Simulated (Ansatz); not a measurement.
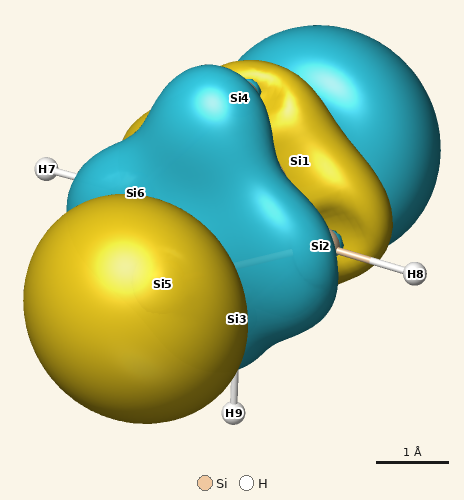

Figure. H$_{3}$Si$_{6}$ (charge +1). The HOMO at ±0.06 Å⁻³ᐟ² (yellow and cyan are the two phases), seen at a tilt.

Geometry: PBE0-D4/def2-SVP.

Theory: Ansatz 0.2.0, RKS PBE0-D4/def2-TZVP.

```yaml
atoms:
  - { symbol: Si, position_ang: [0.3988, 1.9308, 0.0548] }
  - { symbol: Si, position_ang: [1.4751, -0.3613, -0.2956] }
  - { symbol: Si, position_ang: [-0.5907, 0.0988, -1.2227] }
  - { symbol: Si, position_ang: [1.0165, 0.2609, 1.9373] }
  - { symbol: Si, position_ang: [-0.1445, -1.9606, 0.4667] }
  - { symbol: Si, position_ang: [-1.1568, 0.1452, 1.0171] }
  - { symbol: H, position_ang: [-2.4808, 0.4651, 1.5972] }
  - { symbol: H, position_ang: [2.7558, -0.5426, -1.0157] }
  - { symbol: H, position_ang: [-1.2734, -0.0364, -2.5390] }
```

### Where does this orbital lie, and at what energy?

By Hirshfeld shares it lies mainly on Si5 (about 40 %), Si1 (about 35 %), Si2 (about 5 %) and Si6 (about 5 %). Its energy is −10.73 eV.
